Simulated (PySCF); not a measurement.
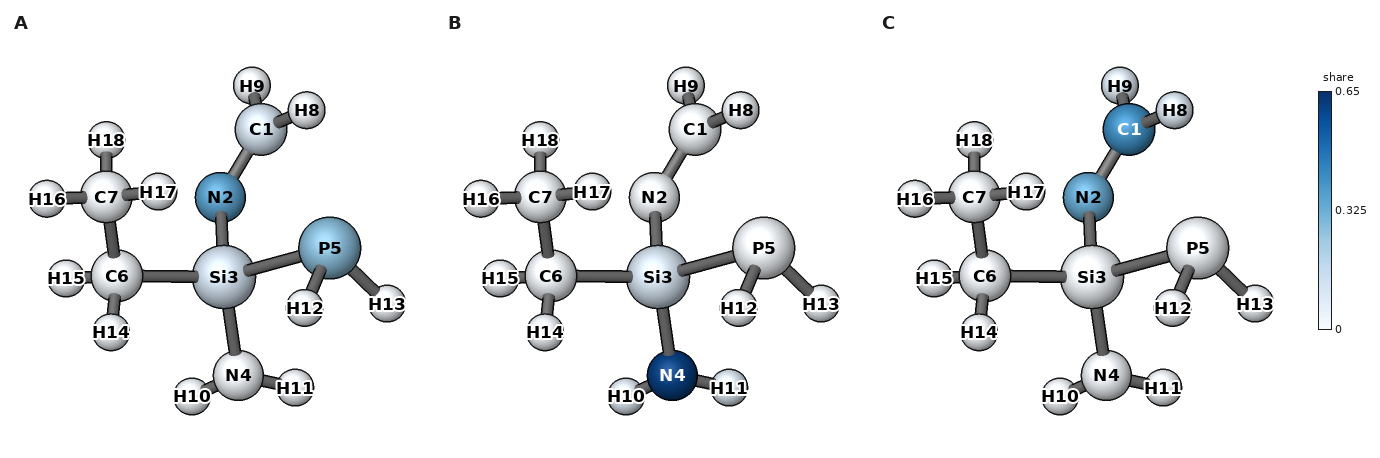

Each panel colours the atoms by their Löwdin share in one orbital (up to four of the largest shares; other atoms are shown as zero). Computed geometry: GFN2-xTB optimisation. No frequency run is at hand to confirm it as a minimum. Level of theory: ωB97X-D/def2-SVPD (PySCF 2.14.0).

The panels show the HOMO−2, HOMO, LUMO, in some order. Which is which?

Answer. A: HOMO, −8.53 eV; N2 0.35, P5 0.27, Si3 0.10, C1 0.10
B: HOMO−2, −9.61 eV; N4 0.61, Si3 0.09, H11 0.06, H10 0.06
C: LUMO, 1.08 eV; C1 0.41, N2 0.33, H9 0.06, H8 0.06

The geometry is semi-empirical. Around P, Si such bond lengths and angles can be off by a tenth of an ångström or more and by several degrees, and values that hang on the shape move with them.
